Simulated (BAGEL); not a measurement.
# HF/6-31G(d) (density fitting with qzvpp-jkfit, spherical functions) run of TiO2 (titanium dioxide)

What is the vertical singlet–triplet gap of TiO2 (titanium dioxide) at HF/6-31G* (density fitting with qzvpp-jkfit, spherical functions)? 

The calculation is run with BAGEL 1.2.2.

2 further runs of the same task are left out: 2 that didn't finish. Runs told in other sessions of the task aren't counted.

## 1. The molecule

The species is TiO2 (3 atoms), meant as a singlet with charge 0. SMILES: `[O]=[Ti]=[O]`. Geometry: relaxed at PBE0-D4/def2-TZVP.

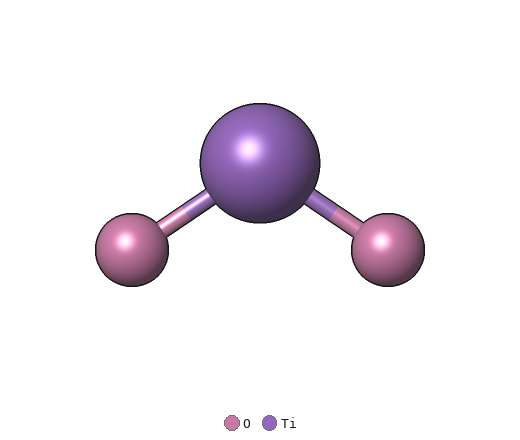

The structure, seen from a chosen angle (oxygen pink, titanium purple).

## 2. The energy at HF/6-31G(d) (density fitting with qzvpp-jkfit, spherical functions)

Input file input.json:

```json
{ "bagel": [

{
  "title": "molecule",
  "basis": "6-31gs.json",
  "df_basis": "qzvpp-jkfit",
  "angstrom": "true",
  "geometry": [
    { "atom": "O", "xyz": [    0.921000,    0.928800,    0.444600 ] },
    { "atom": "Ti", "xyz": [    0.135000,   -0.492000,    0.331600 ] },
    { "atom": "O", "xyz": [   -1.056100,   -0.436800,   -0.776200 ] }
  ]
},
{ "title": "hf" },
{ "title": "print", "file": "orbitals.molden", "orbitals": "true" }

]}
```

The basis set 6-31G* is read from a file made from the Basis Set Exchange's data (not shown).

Command:

```bash
$ BAGEL_NUM_THREADS=1 BAGEL input.json > input.out
```

Standard output:

```text
* using 1 threads per process

  ===============================================================
  ===============================================================

  *** Geometry ***

  { "atom" : "O", "xyz" : [      1.740438,      1.755178,      0.840172 ] },
  { "atom" : "Ti", "xyz" : [      0.255113,     -0.929745,      0.626633 ] },
  { "atom" : "O", "xyz" : [     -1.995740,     -0.825432,     -1.466805 ] },

  Number of auxiliary basis functions:      418

  Since a DF basis is specified, we compute 2- and 3-index integrals:
    o Being stored without compression. Storage requirement is 0.013 GB

  Number of basis functions:       62
  Number of electrons      :       38

    * METHOD: MOLECULE                             0.30

  *** RHF ***

  === Nuclear Repulsion ===
   127.0099190101

      * DIIS with orbital gradients will be used.

  === RHF iteration (6-31gs.json) ===
      0       -997.10963533          0.05061556           0.06
      1       -988.03989392          0.22298240           0.05
      2       -997.94186026          0.01894928           0.05
      3       -998.02616318          0.00486149           0.05
      4       -998.03228144          0.00114543           0.05
      5       -998.03284646          0.00025966           0.05
      6       -998.03294224          0.00013348           0.05
      7       -998.03296811          0.00005724           0.05
      8       -998.03297244          0.00003410           0.04
      9       -998.03297387          0.00002283           0.04
     10       -998.03297436          0.00001557           0.04
     11       -998.03297460          0.00000827           0.04
     12       -998.03297466          0.00000312           0.04
     13       -998.03297467          0.00000148           0.04
     14       -998.03297468          0.00000089           0.04
     15       -998.03297468          0.00000064           0.04
     16       -998.03297468          0.00000032           0.04
     17       -998.03297468          0.00000026           0.04
     18       -998.03297468          0.00000012           0.04
     19       -998.03297468          0.00000006           0.04
     20       -998.03297468          0.00000003           0.04
     21       -998.03297468          0.00000002           0.04
     22       -998.03297468          0.00000002           0.04
     23       -998.03297468          0.00000001           0.04
     24       -998.03297468          0.00000001           0.04
    * SCF iteration converged.

    * Permanent dipole moment:
           (   -0.699699,     2.549897,    -1.718461) a.u.

    * METHOD: HF                                   1.42

    * METHOD: PRINT                                0.01

  ===============================================================
```

Run time: 2.1 s. Hardware: 1 thread of Intel Xeon Platinum 8259CL at 2.50GHz (Skylake/Cascade Lake), shared host; peak memory 0.098 GiB.

## 3. The triplet

Input file calc.json:

```json
{ "bagel": [

{
  "title": "molecule",
  "basis": "6-31gs.json",
  "df_basis": "qzvpp-jkfit",
  "angstrom": true,
  "geometry": [
    { "atom": "O", "xyz": [       0.921000,       0.928800,       0.444600 ] },
    { "atom": "Ti", "xyz": [       0.135000,      -0.492000,       0.331600 ] },
    { "atom": "O", "xyz": [      -1.056100,      -0.436800,      -0.776200 ] }
  ]
},

{
  "title": "uhf",
  "nopen": 2
},

{
  "title": "print",
  "file": "orbitals.molden",
  "orbitals": true
}

]}
```

The basis set 6-31G* is read from a file made from the Basis Set Exchange's data (not shown).

Command:

```bash
$ BAGEL_NUM_THREADS=1 BAGEL calc.json > calc.out
```

Standard output:

```text
* using 1 threads per process

  ===============================================================
  ===============================================================

  *** Geometry ***

  { "atom" : "O", "xyz" : [      1.740438,      1.755178,      0.840172 ] },
  { "atom" : "Ti", "xyz" : [      0.255113,     -0.929745,      0.626633 ] },
  { "atom" : "O", "xyz" : [     -1.995740,     -0.825432,     -1.466805 ] },

  Number of auxiliary basis functions:      418

  Since a DF basis is specified, we compute 2- and 3-index integrals:
    o Being stored without compression. Storage requirement is 0.013 GB

  Number of basis functions:       62
  Number of electrons      :       38

    * METHOD: MOLECULE                             0.33

  *** Open-shell HF ***

  === Nuclear Repulsion ===
   127.0099190101

      * DIIS with orbital gradients will be used.

  === UHF iteration (6-31gs.json) ===
      0       -997.33244387          0.07818990           0.09
      1       -995.12064626          0.25115772           0.09
      2       -994.95220395          0.17022726           0.09
      3       -997.67393000          0.07016941           0.09
      4       -997.96907883          0.00887192           0.09
      5       -997.98396471          0.00301560           0.09
      6       -997.98972289          0.00211493           0.08
      7       -997.99485184          0.00151464           0.08
      8       -997.99690532          0.00105010           0.08
      9       -997.99892285          0.00077111           0.09
     10       -997.99994838          0.00061314           0.09
     11       -998.00057173          0.00042119           0.08
     12       -998.00088637          0.00032586           0.08
     13       -998.00120451          0.00018753           0.08
     14       -998.00127504          0.00013060           0.08
     15       -998.00130671          0.00008906           0.08
     16       -998.00132145          0.00006846           0.10
     17       -998.00132606          0.00005282           0.08
     18       -998.00133103          0.00003983           0.08
     19       -998.00133335          0.00003440           0.08
     20       -998.00133658          0.00002653           0.08
     21       -998.00133829          0.00002230           0.08
     22       -998.00133932          0.00001904           0.08
     23       -998.00134020          0.00001647           0.08
     24       -998.00134125          0.00000773           0.08
     25       -998.00134141          0.00000426           0.08
     26       -998.00134141          0.00000311           0.08
     27       -998.00134143          0.00000246           0.08
     28       -998.00134144          0.00000164           0.08
     29       -998.00134144          0.00000118           0.08
     30       -998.00134145          0.00000080           0.08
     31       -998.00134145          0.00000068           0.08
     32       -998.00134145          0.00000058           0.08
     33       -998.00134145          0.00000048           0.08
     34       -998.00134145          0.00000032           0.08
     35       -998.00134145          0.00000019           0.08
     36       -998.00134145          0.00000012           0.08
     37       -998.00134145          0.00000006           0.08
     38       -998.00134145          0.00000004           0.08
     39       -998.00134145          0.00000003           0.08
     40       -998.00134145          0.00000002           0.08
     41       -998.00134145          0.00000002           0.08
     42       -998.00134145          0.00000001           0.08
     43       -998.00134145          0.00000001           0.08
    * SCF iteration converged.

    * S^2 (UHF) is 2.3411

    * Permanent dipole moment:
           (   -0.218501,     0.795832,    -0.536450) a.u.

    * METHOD: UHF                                  3.91

    * METHOD: PRINT                                0.01

  ===============================================================
```

Wall time 4.8 s (1 thread of Intel Xeon Platinum 8259CL at 2.50GHz (Skylake/Cascade Lake), shared host); peak memory 0.1 GiB.

## 4. Results

Level: HF/6-31G* (density fitting with qzvpp-jkfit, spherical functions).

| quantity | value |
| --- | --- |
| singlet: total energy | -998.03297 Eh |
| singlet: dipole moment | 8.02 D |
| singlet: HOMO energy | -10.79 eV |
| singlet: LUMO energy | -0.94 eV |
| singlet: HOMO–LUMO gap | 9.85 eV |
| triplet: total energy | -998.00134 Eh |
| triplet: dipole moment | 2.50 D |
| triplet: ⟨S²⟩ | 2.341 |
| vertical energy of the triplet above the singlet | 0.861 eV |

In words: At this shape the triplet lies 0.86 eV (83.1 kJ/mol) above the singlet. ⟨S²⟩ (triplet) is 2.34 where a pure triplet has 2.00: the reference is spin-contaminated.
